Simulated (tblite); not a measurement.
**Geometry relaxation of C4H8F2OSi**

System: C4H8F2OSi.
Method: GFN2-xTB geometry optimisation, gas phase (tblite 0.8.0).

It belongs to a series of runs on one base structure; here: H on C replaced by F.

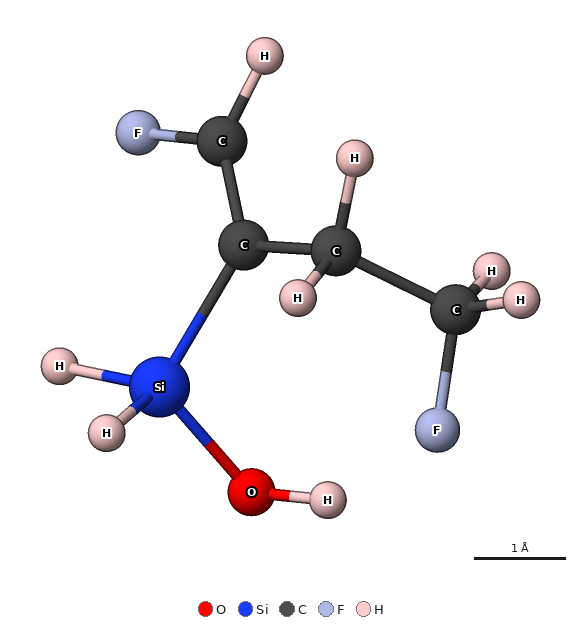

**Figure 1.** The structure as given in the input (ball-and-stick view, seen at an oblique angle). Bond lengths as drawn: C–C 1.35 to 1.53 Å, C–F 1.34 to 1.36 Å, C–H 1.07 to 1.10 Å, C–Si 1.86 Å, H–O 0.97 Å, H–Si 1.48 to 1.49 Å and O–Si 1.65 Å.

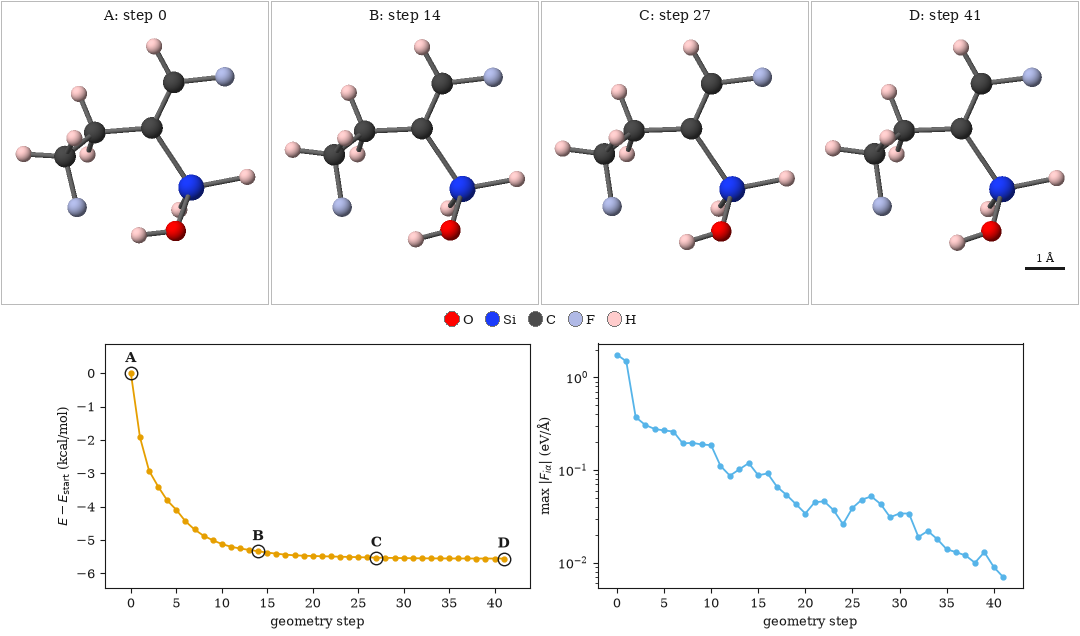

**Figure 2.** Frames of the relaxation (ball-and-stick view, seen at a tilt) above the curves, on which the letters mark them (steps are counted from 0).

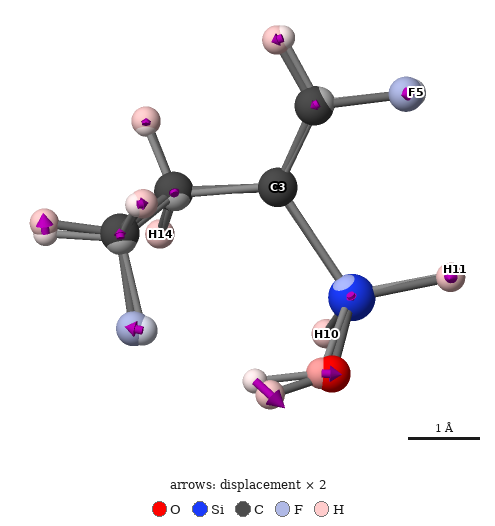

**Figure 3.** Start (faint) and end (solid) with the displacements as pink arrows, magnified 2 times (ball-and-stick view, seen at a tilt). The two geometries are laid on each other by the best rigid fit. The atom that moves furthest after the best rigid fit is H9 (0.30 Å). Largest moves by element: H 0.30 Å, O 0.15 Å, F 0.13 Å, C 0.08 Å, Si 0.06 Å. Distances before and after: Si2–C3 1.865 → 1.907 Å, O1–Si2 1.651 → 1.618 Å, C3–C4 1.350 → 1.321 Å, Si2–H11 1.477 → 1.449 Å. Among the angles that change: O1–Si2–H11 109.9° → 102.4°, Si2–O1–H9 115.2° → 122.1°, H10–Si2–H11 108.3° → 115.1°. Over 41 geometry steps the energy falls by 5.55 kcal/mol. Largest force component: 1.8 eV/Å at the start, 0.007 eV/Å at the end. (Atoms are counted from 1 in the order of the input.)

The input and output of the run follow.

### The input
```
{"job": {"kind": "relax", "xc": "GFN2-xTB", "basis": "xTB"}, "charge": 0, "multiplicity": 1}
O     -2.148500    -1.144300    -0.254100
Si    -1.532300    -0.234700     0.978300
C      0.005400     0.670800     0.437700
C      0.045700     2.019600     0.384000
F     -0.998400     2.793900     0.728300
C      1.204100    -0.164700     0.076900
C      1.130100    -0.806600    -1.306400
F      0.183200    -1.779200    -1.292400
H     -1.492100    -1.644600    -0.766300
H     -1.142500    -1.168100     2.078600
H     -2.568400     0.683900     1.493600
H      0.890200     2.615200     0.104100
H      2.102400     0.468000     0.117500
H      1.365400    -0.942000     0.836400
H      0.869500    -0.076400    -2.079400
H      2.078500    -1.282000    -1.548300
```

The first line tells a small driver script what to run in tblite; the rest is the geometry in Å.

Command:
```bash
OMP_NUM_THREADS=1 python <driver script> task.json out
```

### Output
```
step      E/eV     max force
  0    -759.78605    1.773
  1    -759.86933    1.518
  2    -759.91277    0.463
  3    -759.93333    0.351
  4    -759.95137    0.310
  5    -759.96358    0.306
  6    -759.97841    0.291
  7    -759.98908    0.253
  8    -759.99722    0.215
  9    -760.00298    0.201
 10    -760.00795    0.186
 11    -760.01149    0.113
 12    -760.01376    0.107
 13    -760.01557    0.109
 14    -760.01734    0.122
 15    -760.01901    0.107
 16    -760.02052    0.114
 17    -760.02176    0.088
 18    -760.02263    0.067
 19    -760.02315    0.046
 20    -760.02350    0.041
 21    -760.02383    0.048
 22    -760.02415    0.050
 23    -760.02445    0.039
 24    -760.02472    0.036
 25    -760.02502    0.041
 26    -760.02537    0.064
 27    -760.02567    0.063
 28    -760.02589    0.045
 29    -760.02607    0.038
 30    -760.02625    0.040
 31    -760.02642    0.037
 32    -760.02654    0.025
 33    -760.02660    0.022
 34    -760.02666    0.021
 35    -760.02671    0.016
 36    -760.02674    0.017
 37    -760.02676    0.013
 38    -760.02678    0.014
 39    -760.02680    0.015
 40    -760.02683    0.012
 41    -760.02684    0.009
```

### Trajectory as extended XYZ (Å, eV, eV/Å), 7 of the 42 frames kept, from step=0 to step=41
```
16
Properties=species:S:1:pos:R:3:forces:R:3 step=0 energy=-759.78605
O    -2.1485   -1.1443   -0.2541    0.5560   0.4350   0.5050
Si   -1.5323   -0.2347    0.9783   -1.3330  -0.9400   0.3430
C     0.0054    0.6708    0.4377    0.2100   1.5790  -0.2220
C     0.0457    2.0196    0.3840   -0.0720  -1.7640   0.1610
F    -0.9984    2.7939    0.7283    0.0600  -0.1580  -0.0710
C     1.2041   -0.1647    0.0769    0.6430   0.6690   0.3500
C     1.1301   -0.8066   -1.3064    0.3050   0.6070   0.4300
F     0.1832   -1.7792   -1.2924    0.0320  -0.6640  -0.4920
H    -1.4921   -1.6446   -0.7663   -0.7710   0.2720   0.3010
H    -1.1425   -1.1681    2.0786    0.0380   0.2590  -0.2740
H    -2.5684    0.6839    1.4936    0.2620  -0.2950  -0.3940
H     0.8902    2.6152    0.1041    0.3600   0.2150  -0.1310
H     2.1024    0.4680    0.1175   -0.0560  -0.0450  -0.2080
H     1.3654   -0.9420    0.8364   -0.2810   0.0220  -0.2180
H     0.8695   -0.0764   -2.0794   -0.1110  -0.0610   0.0220
H     2.0785   -1.2820   -1.5483    0.1570  -0.1300  -0.1020
16
Properties=species:S:1:pos:R:3:forces:R:3 step=7 energy=-759.98908
O    -2.1861   -1.0956   -0.2118    0.0300   0.0300   0.0830
Si   -1.5579   -0.2614    1.0278   -0.0830  -0.0240  -0.0160
C     0.0025    0.6681    0.4512    0.0960  -0.1090  -0.0750
C     0.0657    1.9836    0.3920   -0.0260   0.1790  -0.0430
F    -0.9860    2.7607    0.7092   -0.0290   0.0870   0.0220
C     1.2252   -0.1295    0.0874    0.0290  -0.1350  -0.0060
C     1.1586   -0.7876   -1.2907    0.0310   0.0030  -0.0480
F     0.2537   -1.8249   -1.3534   -0.0990  -0.0320   0.1490
H    -1.6056   -1.6327   -0.7534   -0.1810   0.0080   0.0060
H    -1.1096   -1.1715    2.0935    0.0120   0.0590  -0.0200
H    -2.5985    0.6685    1.4290    0.0120  -0.0720  -0.0510
H     0.9134    2.5947    0.0969    0.0030  -0.0860   0.0060
H     2.1272    0.4984    0.0932   -0.1940  -0.1260   0.0340
H     1.3282   -0.9258    0.8243    0.1840  -0.0390   0.0790
H     0.8520   -0.0779   -2.0596    0.0250   0.0980  -0.0890
H     2.1096   -1.2582   -1.5471    0.1930   0.1600  -0.0310
16
Properties=species:S:1:pos:R:3:forces:R:3 step=14 energy=-760.01734
O    -2.2293   -1.0793   -0.1844   -0.0490  -0.0510  -0.0250
Si   -1.5589   -0.2616    1.0385   -0.0620  -0.0120  -0.0830
C    -0.0006    0.6546    0.4475    0.1190  -0.0260   0.0070
C     0.0678    1.9720    0.3835    0.0050   0.0460   0.0010
F    -0.9729    2.7640    0.7021   -0.0090   0.0170  -0.0130
C     1.2263   -0.1434    0.0933    0.0940  -0.0030  -0.0240
C     1.1756   -0.7811   -1.2933    0.0110   0.0230  -0.0150
F     0.2883   -1.8331   -1.3428   -0.0100  -0.0250   0.0270
H    -1.7079   -1.6395   -0.7565   -0.0260  -0.0400  -0.0110
H    -1.0903   -1.1551    2.1027    0.0010  -0.0050   0.0370
H    -2.6211    0.6525    1.3984   -0.0170   0.0370   0.0640
H     0.9258    2.5686    0.0915    0.0040  -0.0420  -0.0130
H     2.1143    0.4941    0.0976   -0.0110   0.0380   0.0580
H     1.3682   -0.9369    0.8311   -0.0150   0.0080  -0.0230
H     0.8551   -0.0700   -2.0591   -0.0430   0.0530   0.0080
H     2.1519   -1.1968   -1.5615    0.0060  -0.0160   0.0050
16
Properties=species:S:1:pos:R:3:forces:R:3 step=20 energy=-760.02350
O    -2.2573   -1.0922   -0.1840    0.0130   0.0090   0.0090
Si   -1.5693   -0.2646    1.0244    0.0340   0.0160  -0.0170
C     0.0058    0.6472    0.4490    0.0010   0.0070  -0.0240
C     0.0729    1.9657    0.3808    0.0040  -0.0140  -0.0030
F    -0.9650    2.7647    0.6925    0.0060  -0.0180  -0.0270
C     1.2414   -0.1413    0.0957   -0.0140   0.0100   0.0070
C     1.1839   -0.7714   -1.2947    0.0040   0.0210   0.0260
F     0.3025   -1.8313   -1.3282    0.0120   0.0320   0.0000
H    -1.7498   -1.6597   -0.7621   -0.0110  -0.0190   0.0160
H    -1.0936   -1.1401    2.1025   -0.0180  -0.0340   0.0010
H    -2.6226    0.6538    1.4105    0.0200   0.0040  -0.0060
H     0.9347    2.5545    0.0842    0.0020  -0.0140   0.0130
H     2.1218    0.5068    0.1182   -0.0140  -0.0190  -0.0030
H     1.3829   -0.9433    0.8239   -0.0130   0.0190   0.0000
H     0.8435   -0.0578   -2.0518   -0.0040  -0.0120   0.0260
H     2.1605   -1.1819   -1.5723   -0.0230   0.0120  -0.0190
16
Properties=species:S:1:pos:R:3:forces:R:3 step=27 energy=-760.02567
O    -2.2636   -1.0919   -0.1834   -0.0090   0.0030  -0.0100
Si   -1.5633   -0.2673    1.0190   -0.0020  -0.0050   0.0150
C     0.0096    0.6447    0.4419   -0.0330   0.0150   0.0520
C     0.0766    1.9628    0.3733    0.0030  -0.0200   0.0080
F    -0.9649    2.7617    0.6696    0.0070   0.0050  -0.0230
C     1.2480   -0.1401    0.1008   -0.0270   0.0060   0.0080
C     1.1851   -0.7621   -1.2906   -0.0030  -0.0080  -0.0150
F     0.3059   -1.8231   -1.3201    0.0040   0.0020  -0.0110
H    -1.7729   -1.6833   -0.7515    0.0050  -0.0080   0.0130
H    -1.1058   -1.1545    2.0977    0.0080   0.0020  -0.0260
H    -2.6071    0.6600    1.4104    0.0120   0.0040  -0.0110
H     0.9458    2.5459    0.0898   -0.0060   0.0230  -0.0040
H     2.1261    0.5088    0.1275    0.0230  -0.0110   0.0020
H     1.3811   -0.9415    0.8300    0.0210  -0.0080  -0.0050
H     0.8342   -0.0453   -2.0388   -0.0180   0.0100   0.0050
H     2.1577   -1.1661   -1.5868    0.0150  -0.0120   0.0030
16
Properties=species:S:1:pos:R:3:forces:R:3 step=34 energy=-760.02666
O    -2.2679   -1.0891   -0.1862    0.0060   0.0070   0.0000
Si   -1.5631   -0.2699    1.0178    0.0050   0.0070   0.0070
C     0.0118    0.6447    0.4508   -0.0120   0.0050  -0.0030
C     0.0781    1.9624    0.3721    0.0010  -0.0070  -0.0040
F    -0.9657    2.7650    0.6500   -0.0040  -0.0110   0.0040
C     1.2492   -0.1412    0.1061    0.0000   0.0010   0.0080
C     1.1833   -0.7569   -1.2889   -0.0090  -0.0060  -0.0020
F     0.3074   -1.8202   -1.3218   -0.0060  -0.0050   0.0000
H    -1.7816   -1.6978   -0.7397    0.0030  -0.0020   0.0010
H    -1.1067   -1.1663    2.0885    0.0020   0.0050  -0.0130
H    -2.5983    0.6673    1.4067   -0.0040  -0.0040   0.0000
H     0.9476    2.5466    0.0908    0.0050   0.0010  -0.0100
H     2.1301    0.5038    0.1324    0.0160   0.0130   0.0030
H     1.3868   -0.9451    0.8312   -0.0020  -0.0180   0.0010
H     0.8253   -0.0366   -2.0305   -0.0010   0.0060   0.0020
H     2.1561   -1.1578   -1.5908    0.0000   0.0070   0.0050
16
Properties=species:S:1:pos:R:3:forces:R:3 step=41 energy=-760.02684
O    -2.2659   -1.0856   -0.1881   -0.0010   0.0030  -0.0030
Si   -1.5627   -0.2677    1.0177   -0.0010  -0.0040   0.0020
C     0.0134    0.6446    0.4529    0.0010  -0.0010  -0.0060
C     0.0790    1.9618    0.3693   -0.0010   0.0040   0.0060
F    -0.9666    2.7618    0.6476   -0.0020   0.0070  -0.0010
C     1.2498   -0.1422    0.1084    0.0040  -0.0040   0.0020
C     1.1814   -0.7555   -1.2877    0.0030   0.0030   0.0000
F     0.3061   -1.8194   -1.3212    0.0050   0.0020   0.0000
H    -1.7808   -1.7005   -0.7359    0.0010   0.0030   0.0000
H    -1.1044   -1.1680    2.0834    0.0010  -0.0010   0.0050
H    -2.5994    0.6675    1.4068   -0.0010  -0.0030   0.0010
H     0.9475    2.5468    0.0864   -0.0020  -0.0010  -0.0070
H     2.1318    0.5022    0.1358    0.0020  -0.0040   0.0030
H     1.3864   -0.9495    0.8304   -0.0030  -0.0040   0.0070
H     0.8222   -0.0334   -2.0270   -0.0020   0.0000  -0.0010
H     2.1547   -1.1540   -1.5902   -0.0030  -0.0020  -0.0060
```

### Summary

```csv
quantity,value
outcome,converged
total energy,−760.0268 eV
hardware,"1 CPU thread, shared host"
peak memory,0.18 GiB
```
